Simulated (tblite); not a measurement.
Run report: C$_{4}$H$_{16}$BNSi$_{2}$, geometry relaxation (part 2 of 2)

C$_{4}$H$_{16}$BNSi$_{2}$, SMILES B[C@@](C)(N[SiH3])[SiH2]CC; GFN2-xTB geometry optimisation, gas phase (tblite 0.8.0). 

Geometry of the input (Å):
```
B  -0.1051  1.4937  0.9157
C  -0.5267  -0.0196  0.5849
C  -1.5192  -0.5439  1.6475
N  -1.0257  -0.1644  -0.7983
Si -2.5984  0.6483  -1.1472
Si 1.0600  -1.0408  0.7504
C  2.1421  -0.9292  -0.7870
C  2.6519  0.4888  -1.0213
H  -0.1840  2.3292  0.0864
H  0.3219  1.7807  1.9804
H  -2.4279  0.1106  1.7010
H  -1.8636  -1.5729  1.3907
H  -1.0751  -0.5602  2.6674
H  -1.1761  -1.1879  -0.9934
H  -2.5698  2.0631  -0.7195
H  -2.8404  0.6067  -2.5920
H  -3.6955  -0.0495  -0.4733
H  1.8288  -0.6161  1.9337
H  0.6958  -2.4487  0.9417
H  1.5615  -1.2741  -1.6559
H  3.0056  -1.6054  -0.6440
H  3.1757  0.8704  -0.1271
H  3.3588  0.4901  -1.8690
H  1.7936  1.1510  -1.2761
```

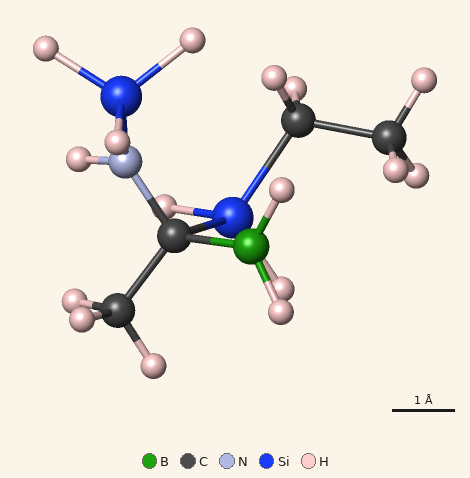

The geometry at step 215 of the log (ball-and-stick view, seen at a tilt).

Trajectory as extended XYZ, continued:
```
24
Properties=species:S:1:pos:R:3:forces:R:3 step=107 energy=-662.32336
B    -0.1460    1.4232    0.9927   -0.0030   0.0000  -0.0010
C    -0.6518   -0.0080    0.7351    0.0050  -0.0010   0.0090
C    -1.5362   -0.6123    1.8317    0.0070   0.0010  -0.0090
N    -1.2061   -0.2751   -0.5861   -0.0090  -0.0120   0.0260
Si   -2.4947    0.6146   -1.2959    0.0120  -0.0050   0.0140
Si    1.0465   -0.9822    0.7424   -0.0140   0.0060   0.0140
C     2.0122   -0.7885   -0.8821   -0.0040  -0.0020   0.0020
C     2.6821    0.5704   -1.0515    0.0090   0.0010  -0.0080
H     0.1101    2.1443    0.1104    0.0030   0.0020   0.0030
H     0.0272    1.7732    2.0964   -0.0040   0.0020  -0.0030
H    -2.4886   -0.0835    1.8651    0.0030  -0.0160  -0.0060
H    -1.7406   -1.6661    1.6379    0.0010   0.0030   0.0030
H    -1.0588   -0.5271    2.8046   -0.0060   0.0010  -0.0120
H    -1.2487   -1.2717   -0.7657   -0.0190  -0.0050   0.0000
H    -2.1657    2.0338   -1.2079    0.0090  -0.0060  -0.0170
H    -2.5331    0.1098   -2.6708   -0.0060   0.0100   0.0050
H    -3.8189    0.4154   -0.6774   -0.0120   0.0040  -0.0020
H     1.8909   -0.6613    1.9005   -0.0100  -0.0040   0.0060
H     0.6386   -2.3979    0.8523    0.0060   0.0090   0.0030
H     1.3455   -0.9607   -1.7281   -0.0010   0.0120  -0.0140
H     2.7737   -1.5687   -0.9235    0.0100   0.0010   0.0000
H     3.3636    0.7721   -0.2282    0.0090  -0.0100   0.0080
H     3.2495    0.6056   -1.9796    0.0160   0.0040  -0.0190
H     1.9377    1.3603   -1.0768   -0.0020   0.0070  -0.0030
24
Properties=species:S:1:pos:R:3:forces:R:3 step=134 energy=-662.33571
B    -0.2097    1.4006    1.0037    0.0060   0.0020  -0.0090
C    -0.7066   -0.0298    0.7517    0.0000  -0.0080  -0.0100
C    -1.5510   -0.6739    1.8524   -0.0060   0.0020   0.0050
N    -1.2608   -0.3395   -0.5579   -0.0170   0.0120  -0.0070
Si   -2.4745    0.5975   -1.3359   -0.0070   0.0320  -0.0110
Si    1.0435   -0.9187    0.7336    0.0000  -0.0370   0.0120
C     1.9662   -0.6953   -0.9136   -0.0020  -0.0090   0.0010
C     2.7894    0.5843   -1.0156    0.0030   0.0030   0.0030
H     0.0738    2.1125    0.1229   -0.0150   0.0030  -0.0350
H    -0.0529    1.7622    2.1060   -0.0050  -0.0100   0.0110
H    -2.5374   -0.2109    1.8739    0.0000   0.0050  -0.0050
H    -1.6862   -1.7418    1.6737    0.0100   0.0040   0.0140
H    -1.0869   -0.5419    2.8259    0.0050  -0.0060   0.0010
H    -1.3586   -1.3405   -0.6824    0.0110   0.0140   0.0180
H    -1.9446    1.9383   -1.5849   -0.0120  -0.0460   0.0000
H    -2.7288   -0.1381   -2.5790    0.0140   0.0140   0.0340
H    -3.7356    0.7308   -0.5818    0.0150   0.0070  -0.0190
H     1.8897   -0.5745    1.8847   -0.0080  -0.0170  -0.0210
H     0.6836   -2.3475    0.8428    0.0180   0.0050   0.0140
H     1.2513   -0.7198   -1.7377   -0.0180   0.0200   0.0120
H     2.6293   -1.5502   -1.0544    0.0110   0.0010  -0.0040
H     3.5791    0.6000   -0.2673   -0.0210  -0.0140   0.0160
H     3.2527    0.6559   -1.9979    0.0230   0.0300  -0.0130
H     2.1633    1.4599   -0.8672   -0.0020  -0.0060  -0.0070
24
Properties=species:S:1:pos:R:3:forces:R:3 step=161 energy=-662.35079
B    -0.2814    1.3733    0.9586    0.0030  -0.0010   0.0110
C    -0.7483   -0.0761    0.7689   -0.0010  -0.0010  -0.0180
C    -1.5210   -0.7282    1.9144   -0.0120   0.0080   0.0080
N    -1.3553   -0.4280   -0.5031    0.0020  -0.0260  -0.0190
Si   -2.4254    0.5710   -1.4024    0.0070  -0.0030   0.0190
Si    1.0302   -0.9079    0.6924    0.0210   0.0050  -0.0170
C     1.8772   -0.5649   -0.9759    0.0100   0.0060   0.0270
C     2.8672    0.5938   -0.9104   -0.0110   0.0040  -0.0130
H    -0.0737    2.0650    0.0393    0.0000  -0.0070   0.0230
H    -0.0783    1.7665    2.0427    0.0030   0.0070  -0.0070
H    -2.5402   -0.3435    1.9259   -0.0270   0.0200   0.0150
H    -1.5741   -1.8114    1.7959    0.0000   0.0000  -0.0030
H    -1.0576   -0.5095    2.8721    0.0170   0.0020   0.0040
H    -1.5044   -1.4256   -0.5738   -0.0080  -0.0040  -0.0030
H    -1.6797    1.6634   -2.0324   -0.0050  -0.0070   0.0010
H    -2.9698   -0.3275   -2.4237    0.0060  -0.0100   0.0180
H    -3.5133    1.1467   -0.5934    0.0270  -0.0050  -0.0190
H     1.9018   -0.5356    1.8169   -0.0260  -0.0310  -0.0120
H     0.7573   -2.3540    0.8048   -0.0220   0.0130  -0.0060
H     1.1229   -0.3423   -1.7325    0.0150  -0.0310   0.0010
H     2.4074   -1.4601   -1.3047   -0.0240   0.0180  -0.0080
H     3.6524    0.3872   -0.1867   -0.0060   0.0160   0.0070
H     3.3343    0.7582   -1.8790    0.0140   0.0030  -0.0400
H     2.3602    1.5094   -0.6185    0.0150   0.0230   0.0340
24
Properties=species:S:1:pos:R:3:forces:R:3 step=188 energy=-662.36704
B    -0.3149    1.3484    0.9183   -0.0010  -0.0070  -0.0060
C    -0.7890   -0.1054    0.8003   -0.0050   0.0050  -0.0180
C    -1.4851   -0.7180    2.0134    0.0060   0.0020   0.0010
N    -1.4604   -0.5178   -0.4166   -0.0030   0.0160  -0.0060
Si   -2.3438    0.4837   -1.4912    0.0000  -0.0070  -0.0150
Si    0.9762   -0.9424    0.6102   -0.0150   0.0150   0.0010
C     1.8236   -0.4132   -1.0073    0.0000  -0.0010   0.0010
C     2.8936    0.6562   -0.8092   -0.0010   0.0080  -0.0070
H    -0.1575    2.0133   -0.0309   -0.0080  -0.0060   0.0100
H    -0.0599    1.7777    1.9783    0.0100  -0.0090  -0.0190
H    -2.4963   -0.3198    2.0951   -0.0060   0.0080  -0.0090
H    -1.5572   -1.8029    1.9280    0.0030  -0.0120   0.0010
H    -0.9456   -0.4787    2.9247    0.0070  -0.0090   0.0290
H    -1.6466   -1.5103   -0.4299   -0.0060   0.0170   0.0080
H    -1.4575    1.2203   -2.4031    0.0150   0.0040   0.0070
H    -3.1565   -0.4558   -2.2678   -0.0060  -0.0060   0.0060
H    -3.1805    1.4452   -0.7652   -0.0040   0.0080   0.0040
H     1.8538   -0.7392    1.7703    0.0080   0.0040   0.0110
H     0.6491   -2.3787    0.5442    0.0050  -0.0190   0.0020
H     1.0722   -0.0363   -1.7018   -0.0020  -0.0160  -0.0230
H     2.2815   -1.2818   -1.4816    0.0040  -0.0040   0.0080
H     3.6714    0.3021   -0.1358   -0.0080   0.0080  -0.0100
H     3.3579    0.9139   -1.7599    0.0070   0.0090   0.0020
H     2.4598    1.5593   -0.3867    0.0000  -0.0040   0.0210
24
Properties=species:S:1:pos:R:3:forces:R:3 step=215 energy=-662.37111
B    -0.2935    1.3360    0.8970   -0.0130   0.0000   0.0060
C    -0.7960   -0.1089    0.8014    0.0160  -0.0100  -0.0100
C    -1.4631   -0.7104    2.0368    0.0000   0.0000  -0.0080
N    -1.5114   -0.5178   -0.3894    0.0010  -0.0020  -0.0030
Si   -2.3277    0.4807   -1.5169    0.0130   0.0010  -0.0050
Si    0.9593   -0.9682    0.5839   -0.0050   0.0010   0.0050
C     1.8367   -0.4202   -1.0113   -0.0070   0.0020   0.0050
C     2.8582    0.6899   -0.7803   -0.0060  -0.0010   0.0000
H    -0.1841    2.0058   -0.0553    0.0070  -0.0110   0.0040
H     0.0260    1.7545    1.9431    0.0010   0.0040  -0.0020
H    -2.4654   -0.2961    2.1450   -0.0020   0.0090   0.0120
H    -1.5564   -1.7940    1.9521    0.0090  -0.0070   0.0030
H    -0.8944   -0.4834    2.9341   -0.0060   0.0050  -0.0020
H    -1.7402   -1.5009   -0.3750    0.0060  -0.0030   0.0030
H    -1.3929    1.1252   -2.4507    0.0060   0.0050   0.0000
H    -3.1829   -0.4522   -2.2537   -0.0090  -0.0050  -0.0060
H    -3.1195    1.5173   -0.8473   -0.0070   0.0140   0.0080
H     1.8343   -0.7912    1.7520   -0.0030  -0.0110  -0.0020
H     0.6146   -2.4000    0.4915    0.0060   0.0080   0.0010
H     1.0953   -0.0777   -1.7339   -0.0040  -0.0030  -0.0110
H     2.3428   -1.2737   -1.4637    0.0010   0.0010   0.0040
H     3.6582    0.3421   -0.1305    0.0010   0.0040   0.0010
H     3.3003    1.0113   -1.7223    0.0000  -0.0060   0.0040
H     2.3899    1.5517   -0.3107   -0.0080   0.0050  -0.0050
24
Properties=species:S:1:pos:R:3:forces:R:3 step=242 energy=-662.37278
B    -0.2763    1.3321    0.8947    0.0010   0.0040   0.0000
C    -0.7819   -0.1123    0.7999    0.0030   0.0020  -0.0010
C    -1.4569   -0.7002    2.0380   -0.0020  -0.0040   0.0000
N    -1.5013   -0.5138   -0.3919   -0.0010   0.0020  -0.0010
Si   -2.3129    0.4990   -1.5100    0.0030   0.0040  -0.0070
Si    0.9582   -0.9959    0.5845    0.0030  -0.0010  -0.0010
C     1.8481   -0.4554   -1.0053   -0.0020  -0.0020  -0.0010
C     2.8107    0.7088   -0.7898    0.0010  -0.0010  -0.0020
H    -0.1684    1.9997   -0.0588    0.0000   0.0030   0.0030
H     0.0480    1.7529    1.9383    0.0000  -0.0020   0.0020
H    -2.4534   -0.2721    2.1464   -0.0060   0.0000   0.0020
H    -1.5625   -1.7830    1.9596    0.0010  -0.0080  -0.0020
H    -0.8849   -0.4751    2.9336    0.0000   0.0020   0.0020
H    -1.7378   -1.4951   -0.3788   -0.0010   0.0010   0.0000
H    -1.3702    1.1723   -2.4152   -0.0030  -0.0060  -0.0020
H    -3.1490   -0.4278   -2.2768   -0.0010   0.0020   0.0030
H    -3.1244    1.5173   -0.8327    0.0000   0.0000   0.0000
H     1.8291   -0.8388    1.7578    0.0060  -0.0020   0.0030
H     0.5973   -2.4224    0.4790   -0.0010   0.0030   0.0040
H     1.1098   -0.1744   -1.7576    0.0030   0.0000   0.0000
H     2.4051   -1.2990   -1.4146   -0.0010  -0.0020   0.0010
H     3.6053    0.4259   -0.1029   -0.0030  -0.0020   0.0050
H     3.2679    1.0111   -1.7306    0.0010   0.0020  -0.0050
H     2.2891    1.5660   -0.3712   -0.0010   0.0040  -0.0020
24
Properties=species:S:1:pos:R:3:forces:R:3 step=269 energy=-662.37326
B    -0.2748    1.3310    0.9071    0.0000   0.0030   0.0010
C    -0.7827   -0.1121    0.8043   -0.0010   0.0060  -0.0010
C    -1.4553   -0.7079    2.0403    0.0000   0.0000  -0.0030
N    -1.5062   -0.5074   -0.3868    0.0000   0.0010   0.0020
Si   -2.3023    0.5067   -1.5150    0.0030  -0.0010   0.0000
Si    0.9573   -0.9961    0.5844   -0.0020   0.0010   0.0020
C     1.8498   -0.4622   -1.0059   -0.0020  -0.0030   0.0020
C     2.7973    0.7157   -0.7982   -0.0010  -0.0010  -0.0030
H    -0.1710    2.0075   -0.0409   -0.0020  -0.0050   0.0020
H     0.0559    1.7422    1.9527   -0.0020  -0.0010  -0.0020
H    -2.4575   -0.2917    2.1439    0.0000   0.0020   0.0040
H    -1.5476   -1.7921    1.9623   -0.0010  -0.0010   0.0000
H    -0.8897   -0.4746    2.9379   -0.0010  -0.0030  -0.0010
H    -1.7467   -1.4877   -0.3748   -0.0010   0.0010  -0.0030
H    -1.3522    1.1482   -2.4356    0.0010   0.0000   0.0000
H    -3.1611   -0.4139   -2.2640   -0.0020  -0.0010  -0.0030
H    -3.0918    1.5486   -0.8483    0.0030   0.0000   0.0030
H     1.8319   -0.8427    1.7558    0.0010  -0.0010   0.0000
H     0.5916   -2.4215    0.4793    0.0010   0.0000   0.0020
H     1.1146   -0.1993   -1.7678    0.0010  -0.0010   0.0000
H     2.4192   -1.3051   -1.3994    0.0020  -0.0010  -0.0010
H     3.5783    0.4576   -0.0863    0.0010  -0.0010   0.0000
H     3.2730    0.9986   -1.7359    0.0010   0.0030  -0.0050
H     2.2585    1.5780   -0.4134    0.0010   0.0040   0.0020
24
Properties=species:S:1:pos:R:3:forces:R:3 step=296 energy=-662.37351
B    -0.2831    1.3300    0.9188    0.0000   0.0020   0.0010
C    -0.7867   -0.1139    0.8088    0.0010   0.0010   0.0000
C    -1.4592   -0.7185    2.0406    0.0000   0.0000   0.0000
N    -1.5073   -0.5044   -0.3849    0.0010  -0.0010   0.0010
Si   -2.2883    0.5150   -1.5183    0.0010   0.0000   0.0030
Si    0.9591   -0.9892    0.5934   -0.0010   0.0010   0.0020
C     1.8486   -0.4690   -1.0032   -0.0020  -0.0030  -0.0010
C     2.7883    0.7181   -0.8133   -0.0020  -0.0020  -0.0010
H    -0.1750    2.0074   -0.0279    0.0020   0.0000   0.0030
H     0.0383    1.7402    1.9676    0.0000   0.0000  -0.0020
H    -2.4586   -0.2982    2.1527   -0.0010   0.0010  -0.0020
H    -1.5576   -1.8013    1.9512    0.0000  -0.0020   0.0000
H    -0.8893   -0.4983    2.9388    0.0000   0.0000   0.0010
H    -1.7365   -1.4874   -0.3864   -0.0020   0.0000  -0.0010
H    -1.3329    1.1383   -2.4464    0.0030   0.0000  -0.0020
H    -3.1655   -0.3929   -2.2614    0.0010  -0.0030  -0.0020
H    -3.0549    1.5711   -0.8483   -0.0020   0.0010   0.0010
H     1.8357   -0.8219    1.7613   -0.0010  -0.0010   0.0010
H     0.6000   -2.4174    0.5008    0.0020  -0.0010   0.0010
H     1.1119   -0.2225   -1.7690   -0.0010   0.0020  -0.0010
H     2.4240   -1.3136   -1.3846    0.0010   0.0010  -0.0010
H     3.5715    0.4753   -0.0986    0.0020  -0.0010   0.0010
H     3.2612    0.9903   -1.7557    0.0000   0.0030  -0.0020
H     2.2447    1.5825   -0.4403   -0.0010   0.0020   0.0000
```

Results in brief:

| quantity | value |
| --- | --- |
| outcome | converged |
| total energy | −662.3735 eV |
| hardware | 1 CPU thread, shared host |
| wall time | 4.6 s |
| peak memory | 0.21 GiB |
